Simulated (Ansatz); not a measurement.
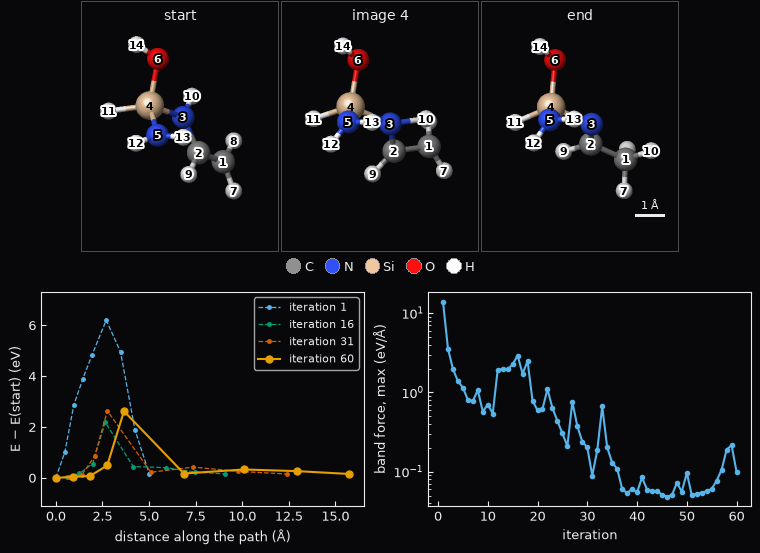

A search for the minimum-energy path of C$_{2}$H$_{8}$N$_{2}$OSi by the nudged elastic band. Images are numbered from 0 (start) to 8 (end). The plot follows the band through its iterations. Style: ball-and-stick. Shown from a free direction.

The calculation used RKS PBE-D4/def2-SVP (Ansatz 0.2.0). Run with 7 movable images; climbing image; force threshold 0.03 eV/Å; iteration limit 60; spring constant 0.1 eV/Å²; starting path through a guess of the saddle point.

Judge this run.

Answer. The result isn't final. The band hadn't converged when the run stopped after 60 iterations. The largest component of the band force went from 14 to 0.099 eV/Å. The barrier read from it is provisional, though the highest image hardly moved in the last two iterations. The spring constant is far from the usual few eV/Å², which spoils the spacing or the steps. The first iteration put the highest image at 6.20 eV. Forward barrier 2.63 eV, backward barrier 2.47 eV, with image 4 at the top; the reaction energy is +0.16 eV. The profile has 2 maxima (images 4, 6) with a dip at image 5 (+0.17 eV), which on an unconverged band is provisional.
